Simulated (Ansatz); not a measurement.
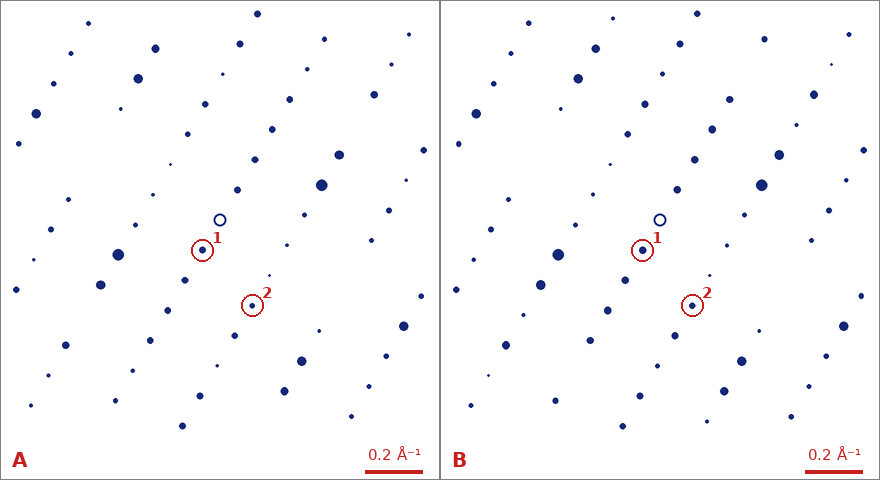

Kinematic electron diffraction patterns (120 kV, B = 0.5 Å², same scale) along [110] of the run's own cell, for the start and the end of one relaxation of SrSb2Pt4 with Ansatz, DFT, PAW plane waves, r2scan. k mesh 6×6×6. The start is a generated model structure, and the relaxation ends in the nearest stationary point of its symmetry, not necessarily the ground state. Spot 1 is 0 0 -1 and spot 2 is -1 1 -2 in both.

Start structure:

```yaml
crystal:
  lattice:
    - [4.58356, 0.00000, 0.00000]
    - [-2.29178, 3.96948, 0.00000]
    - [0.00000, -2.64632, 8.06697]
  atoms:
    - { symbol: Sr, position: [0.00000, 0.00000, 0.00000] }
    - { symbol: Pt, position: [0.14193, 0.28386, 0.42579] }
    - { symbol: Pt, position: [0.85807, 0.71614, 0.57421] }
    - { symbol: Pt, position: [0.43502, 0.87004, 0.30506] }
    - { symbol: Pt, position: [0.56498, 0.12996, 0.69494] }
    - { symbol: Sb, position: [0.25457, 0.50914, 0.76371] }
    - { symbol: Sb, position: [0.74543, 0.49086, 0.23629] }
```

**Which pattern belongs to the start structure, and which to the relaxed one?**

A is the start: its cell gives d(1) = 8.067 Å, d(2) = 3.069 Å and an angle of 50.6°. The spot positions hardly differ, so the intensities decide: those computed from the start structure match A, and B is the relaxed structure.

**Name reflections whose intensity changes strongly on relaxation.**

0 0 3 goes from 11 to 21 % of the strongest spot.

**Summarise the relaxation behind the change.**

The cell was held fixed; with the mean shift removed, the atoms moved by up to 0.11 Å relative to the cell (Sb most); the space group stayed R-3m (No. 166); the free energy fell by 16 meV an atom.
